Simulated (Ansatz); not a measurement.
**H3SI: density, localisation and related maps**

```xyz
15
Lattice="4.2710 -4.2710 0.0000 0.0000 4.2710 -4.2710 4.2710 4.2710 4.2710" Properties=species:S:1:pos:R:3 pbc="T T T"
H     2.1996    1.7041    0.0683
H     6.4705    1.7041    0.0683
H     6.4705    5.9751    0.0683
H     4.3393    2.1996   -2.5669
H     4.3393    2.1995    1.7041
H     4.3393    6.4706    1.7041
H     1.7041    4.3393   -2.0714
H     5.9751    0.0683    2.1996
H     5.9751    4.3394    2.1996
I     0.0000    0.0000    0.0000
I     4.2710    0.0000    0.0000
I     4.2710    4.2710    0.0000
S     2.2892    2.2893   -1.9817
S     2.2892    2.2892    2.2892
S     6.5602    2.2892    2.2892
```

Space group R3; built by placing these elements on a known structure type; not relaxed (largest force 1.2 eV/Å); computed pressure about −12 GPa in this cell.

Method: Ansatz 0.2.0, DFT, PAW plane waves, HSE06.

Core electrons are frozen (PAW), and the valence fields are smoothed inside the atomic spheres.

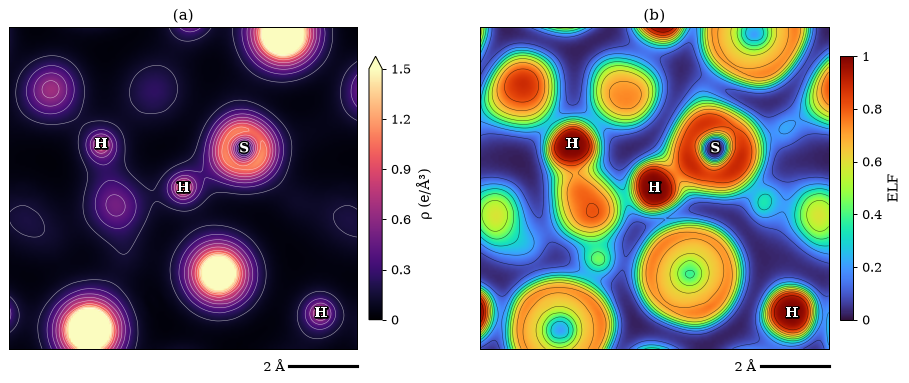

Figure 1. (a) valence pseudo-density; (b) electron localisation function on the (111) plane of the conventional cell.

Describe what can be read from this map.

- Atoms in the plane: H and S.
- Atoms just off the plane (I, 0.4 Å away and S, 0.9 Å away) can leave unmarked features too.
- S–H (2.13 Å): the density is about 0.48 e/Å³ at the midpoint; the ELF climbs to about 1 towards the hydrogen, as it does in any bond to H.
- Between the atoms the lowest density in this plane is 0.03 e/Å³.

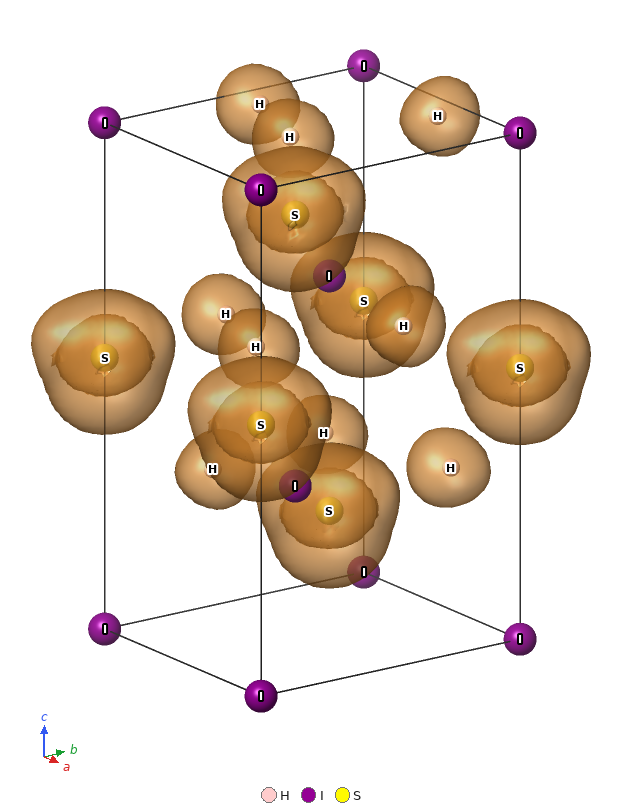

Figure 2. Isosurface of the electron localisation function at 0.8 (orange), seen slightly off an axis. Only the valence region is drawn (cores and ρ < 0.01 e/Å³ removed).

Describe the localisation domains.

At this value the surface marks out nine regions around hydrogen nuclei and three regions wrapped around S (the valence shell of each), counted in one cell of 15 atoms. Any copies at cell faces, edges or corners count once. Profiles from the grid: I–H (2.68 Å): the ELF climbs to about 1 towards the hydrogen.

What Bader charges does the calculation give?

Electrons move from H towards I and S. Bader charges: H +0.19, I −0.19 and S −0.39 e.
